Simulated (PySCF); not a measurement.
# C4H10BN (charge +1): EPR calculation

System: C4H10BN, charge +1, multiplicity 2, SMILES C[NH+]BC1CC1.
Method: UKS B3LYP, pcH-1 on B C H N, non-relativistic, mean-field spin-orbit, GIAO (PySCF 2.14.0).

It belongs to a series of runs on one base structure; here: electron removed.

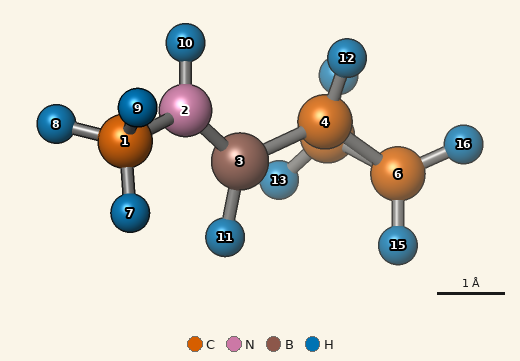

Fig. 1: The structure as given in the input (ball-and-stick view, seen at a tilt; atoms are numbered from 1 in the order of the input). Bond lengths as drawn: B–C 1.56 Å, B–H 1.17 Å, B–N 1.39 Å, C–C 1.48 to 1.55 Å, C–H 1.08 to 1.10 Å, C–N 1.42 Å and H–N 1.02 Å.

## Results in brief

```json
{"quantity": "outcome", "value": "converged"}
{"quantity": "total energy", "value": "−237.761667 hartree"}
{"quantity": "⟨S²⟩", "value": "0.762"}
{"quantity": "isotropic g", "value": "2.0039"}
{"quantity": "hardware", "value": "1 CPU thread, shared host"}
{"quantity": "wall time", "value": "49 s"}
{"quantity": "peak memory", "value": "0.97 GiB"}
```

## Input file
```
{"job": {"kind": "epr", "basis": "pcH-1"}, "charge": 1, "multiplicity": 2}
C      2.828042    -0.275089     0.217778
N      1.540024     0.326088     0.125089
B      0.305970    -0.310626     0.142669
C     -0.966518     0.355088    -0.460068
C     -2.153842     0.409179     0.536540
C     -2.280388    -0.327250    -0.738040
H      2.751213    -1.360113     0.220824
H      3.334285     0.052672     1.135390
H      3.468393     0.052709    -0.608292
H      1.591658     1.337458     0.043555
H      0.207902    -1.398148     0.564395
H     -0.789131     1.222688    -1.086870
H     -2.078404    -0.149038     1.456132
H     -2.579224     1.397030     0.653545
H     -2.301913    -1.406572    -0.681788
H     -2.885667     0.082868    -1.532269
```

The first line tells a small driver script what to run in PySCF; the rest is the geometry in Å.

Launch command:
```bash
OMP_NUM_THREADS=1 python <driver script> task.json out
```

## What the program printed
```
UKS, coarse grid
  cycle   1  E = -237.72560570  |g| = 2.41e-01
  cycle   2  E = -237.62153119  |g| = 4.94e-01
  cycle   3  E = -237.75660824  |g| = 9.98e-02
  cycle   4  E = -237.76103885  |g| = 3.44e-02
  cycle   5  E = -237.76163172  |g| = 1.01e-02
  cycle   6  E = -237.76169575  |g| = 3.53e-03
  cycle   7  E = -237.76170710  |g| = 1.44e-03
  cycle   8  E = -237.76170908  |g| = 5.21e-04
UKS, final grid
  cycle   1  E = -237.76166714  |g| = 6.86e-04
  cycle   2  E = -237.76166657  |g| = 1.30e-03
  cycle   3  E = -237.76166734  |g| = 3.00e-04
  cycle   4  E = -237.76166739  |g| = 6.45e-05
  cycle   5  E = -237.76166739  |g| = 2.94e-05
E = -237.76166739 Eh   <S^2> = 0.7619 (exact 0.7500)
g shifts (ppm)      1          2          3
  rmc          -193       -193       -193
  gc              3         31         31
  oz_so         966       1584       2613
  total         776       1423       2451
hyperfine (MHz)  atom isotope    a_iso     a_fc   dipolar eigenvalues
    0   13C     -18.53     -18.53     -6.08     -2.45      8.53
    1   14N      20.15      20.15    -24.76    -24.50     49.26
    2   11B     -25.01     -25.01    -14.88      2.07     12.81
    3   13C      38.12      38.12    -25.10    -22.50     47.61
    4   13C       7.50       7.50    -20.63    -19.81     40.43
    5   13C      -7.81      -7.81     -6.89     -3.37     10.26
    6    1H       1.64       1.64     -3.68     -2.51      6.19
    7    1H     159.81     159.81     -5.85     -2.72      8.57
    8    1H      93.32      93.32     -5.77     -3.47      9.24
    9    1H     -31.21     -31.21    -26.49     -8.14     34.63
   10    1H      87.48      87.48     -5.99     -1.38      7.37
   11    1H     -10.46     -10.46     -9.21     -3.19     12.39
   12    1H     -13.90     -13.90     -9.38     -2.06     11.44
   13    1H      20.03      20.03    -10.42     -1.78     12.19
   14    1H      45.84      45.84     -3.50      0.06      3.44
   15    1H      10.03      10.03     -2.91     -0.79      3.71
```

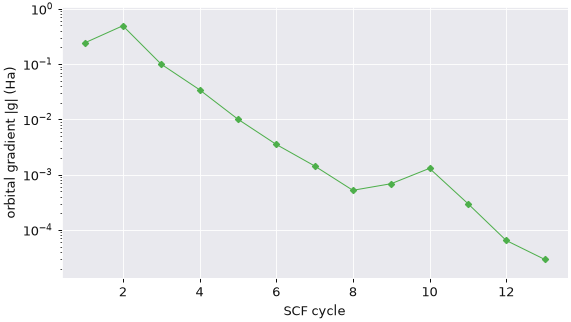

Fig. 2: Convergence of the self-consistent field: orbital gradient |g| against the SCF cycle. All cycles printed in the log are drawn one after another.

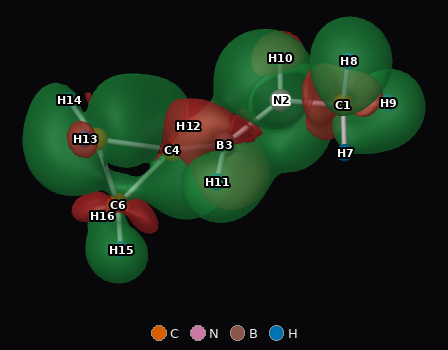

Fig. 3: Isosurfaces of the spin density (α minus β) at +0.005 (green) and −0.005 e/Å³ (red), seen at an oblique angle. The unpaired spin (1 electron) lies mostly on N2 (about 0.4), C4 (about 0.2) and C5 (about 0.2), in electrons by Hirshfeld's partition.

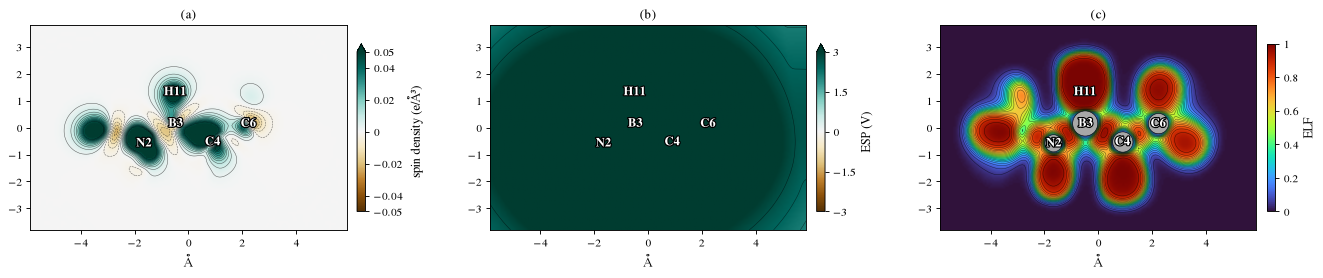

Fig. 4: (a) spin density; (b) electrostatic potential; (c) ELF on the plane of atoms C4, B3 and H11. Grey discs, where drawn, cover atomic cores. B–N (1.39 Å): the ELF peaks at about 0.95 between the atoms (a shared but strongly polarised pair). C–C (1.51 Å): the ELF peaks at about 0.90 between the atoms (localised, shared-pair bonding). The unpaired spin (1 electron) lies mostly on N2 (about 0.4), C4 (about 0.2) and C5 (about 0.2), in electrons by Hirshfeld's partition. The potential has no marked negative region in this plane.
